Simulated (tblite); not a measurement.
# Run report: C9H18Si, frequency calculation

- system: C9H18Si
- method: GFN2-xTB harmonic vibrations, gas phase (tblite 0.8.0)

It belongs to a series of runs on one base structure; here: H on C replaced by CH2SiH3.

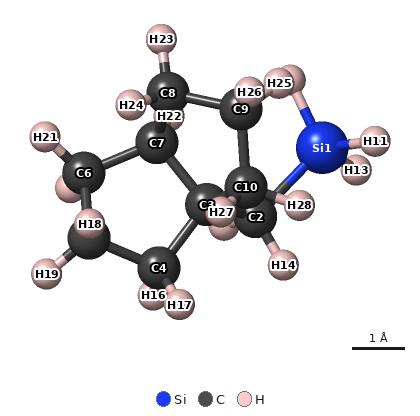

The input geometry (ball-and-stick view, seen at a tilt; atoms are numbered from 1 in the order of the input).

**Input**
```
{"job": {"kind": "ir", "xc": "GFN2-xTB", "basis": "xTB"}, "charge": 0, "multiplicity": 1}
Si     2.926092     0.120682    -0.526164
C      1.463926    -1.074331    -0.294304
C      0.123839    -0.522952     0.199055
C     -0.894002    -1.674651     0.348102
C     -2.229737    -1.085161    -0.093387
C     -1.829949    -0.204474    -1.273488
C     -0.531344     0.462014    -0.809818
C     -0.767315     1.768996    -0.041866
C      0.254816     1.745256     1.088775
C      0.272823     0.278042     1.505285
H      3.396993     0.656447     0.753332
H      2.594205     1.226930    -1.426901
H      4.013412    -0.657113    -1.127576
H      1.779783    -1.860154     0.398784
H      1.289481    -1.572333    -1.252829
H     -0.626466    -2.494870    -0.321555
H     -0.920902    -2.068523     1.364016
H     -2.656079    -0.474254     0.703885
H     -2.957041    -1.849796    -0.364418
H     -1.639805    -0.829995    -2.147874
H     -2.595108     0.525104    -1.537788
H      0.132448     0.647894    -1.655718
H     -0.662782     2.644658    -0.682112
H     -1.774525     1.775591     0.378443
H      1.233457     2.047615     0.714602
H     -0.016717     2.407186     1.911412
H     -0.579604     0.082407     2.158682
H      1.179201     0.007143     2.045639
```

The first line tells a small driver script what to run in tblite; the rest is the geometry in Å.

Run as:
```bash
OMP_NUM_THREADS=1 python <driver script> task.json out
```

**Output**
```
mode    cm-1     km/mol
  1      89.3      0.02
  2     108.5      0.06
  3     163.8      0.19
  4     181.1      0.73
  5     191.8      0.05
  6     246.1      0.28
  7     284.6      1.02
  8     320.0      1.74
  9     394.7      0.43
 10     411.8      0.55
 11     491.8     20.58
 12     515.9     37.41
 13     541.7      1.49
 14     556.8     23.35
 15     593.8      1.20
 16     639.8     27.39
 17     744.0      8.25
 18     784.4     66.71
 19     794.4     39.55
 20     803.4    154.90
 21     809.4    265.99
 22     814.3    303.65
 23     854.0      8.66
 24     864.5      3.04
 25     882.4      6.11
 26     905.7      5.28
 27     964.0      5.53
 28     984.8      3.49
 29     987.6      2.20
 30    1020.8      1.44
 31    1031.0      1.07
 32    1038.3      3.38
 33    1083.0      2.76
 34    1087.7      1.17
 35    1095.1      4.92
 36    1107.7      0.93
 37    1138.4      6.33
 38    1144.0      1.34
 39    1177.5      0.59
 40    1184.6      1.60
 41    1206.5      0.15
 42    1222.4      4.88
 43    1236.4      1.29
 44    1261.1      0.78
 45    1269.5      1.38
 46    1287.4      6.66
 47    1296.9      5.43
 48    1305.9      0.85
 49    1316.8      0.99
 50    1321.8      0.37
 51    1329.1      2.50
 52    1336.8      0.77
 53    1339.1      0.25
 54    1480.3      0.19
 55    1483.8      0.08
 56    1489.6      0.85
 57    1491.6      0.91
 58    1493.9      0.19
 59    1503.2      1.32
 60    1509.2      0.68
 61    2241.1    468.65
 62    2246.6    402.60
 63    2253.7     76.33
 64    2936.4     46.84
 65    2953.9     23.40
 66    2963.2      5.09
 67    2966.5     20.77
 68    2970.6     18.77
 69    2971.6      8.99
 70    2976.4     10.29
 71    2986.5     51.50
 72    2992.9    161.55
 73    2994.4      8.63
 74    2996.5     67.40
 75    2998.0      8.69
 76    3002.5    167.25
 77    3004.2     49.50
 78    3005.2    100.08
```

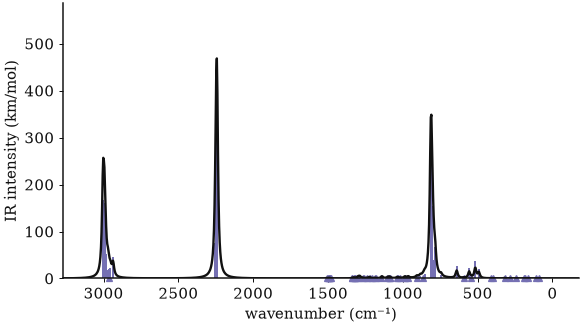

Harmonic infrared spectrum, unscaled: sticks (degenerate modes added up, dark ones marked on the axis) with a Lorentzian envelope of 16 cm⁻¹ full width, scaled to the tallest stick. 78 modes from 89 to 3005 cm⁻¹, none imaginary. The strongest line is at 2241 cm⁻¹ (469 km/mol).

**Key numbers**

| quantity | value |
| --- | --- |
| outcome | converged |
| total energy | −822.2149 eV |
| zero-point energy | 153.9280 kcal/mol |
| hardware | 1 CPU thread, shared host |
| wall time | 5.2 s |
| peak memory | 0.18 GiB |
